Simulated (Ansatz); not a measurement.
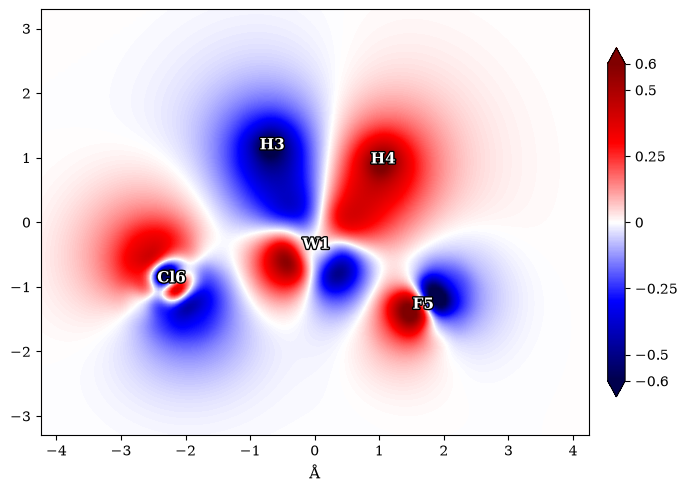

Figure 1: ClFH4W. The HOMO on the plane of atoms H3, W1 and Cl6 (values in Å⁻³ᐟ²; the overall sign is arbitrary).

Core potentials replace the inner electrons of W.

Theory: RKS revPBE-D4/def2-SVP (Ansatz).

```yaml
atoms:
  - { symbol: W, position_ang: [-0.3705, -0.3723, 0.0000] }
  - { symbol: H, position_ang: [0.2140, 0.2863, 1.4259] }
  - { symbol: H, position_ang: [1.2845, -0.0484, 0.0000] }
  - { symbol: H, position_ang: [0.1173, 1.2323, 0.0000] }
  - { symbol: F, position_ang: [-2.0827, 0.4512, 0.0000] }
  - { symbol: Cl, position_ang: [0.4933, -2.5053, 0.0000] }
  - { symbol: H, position_ang: [0.2140, 0.2863, -1.4259] }
```

### What is the character of this orbital?

Its weight (Hirshfeld) is mainly on W1 (about 30 %), Cl6 (about 20 %), H3 (about 20 %), H4 (about 15 %) and F5 (about 10 %). Its energy is −6.71 eV.
